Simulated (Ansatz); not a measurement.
Consider LaHfO.

```
La Hf O
1.0
     3.62294    0.00000    0.00000
    -1.81147    3.13756    0.00000
     0.00000    0.00000    5.74704
La Hf O
1 1 1
Direct
  0.66667 0.33333 0.50000
  0.33333 0.66667 0.00000
  0.66667 0.33333 0.00000
```

Space group P-6m2; a generated structure, not necessarily the stable one; computed without spin polarisation.

Level of theory: DFT PBE, scalar-relativistic, plane waves, PAW in Ansatz 0.2.0.

What can the converged valence pseudo-density and electron localisation function tell about the bonding?

Hf–O (2.09 Å): ρ at the midpoint is about 0.75 e/Å³; the ELF peaks at about 0.85 in the valence shell of O, 0.6 Å from its nucleus, and drops to about 0.20 between the two atoms; no localised pair shows between them.
La–O (2.87 Å): ρ at the midpoint is about 0.16 e/Å³; the ELF is about 0.05 at the midpoint; no shared electron pair shows on this line.
Bader's partition of the density gives La +0.54, Hf +0.96 and O −1.50 e.

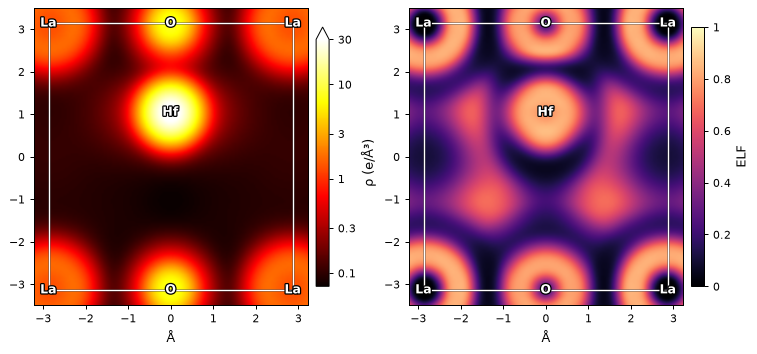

Computed valence pseudo-density and electron localisation function on the (110) plane of the conventional cell, in this order. 

In a PAW calculation such maps are meaningful between the atoms, not at the nuclei.
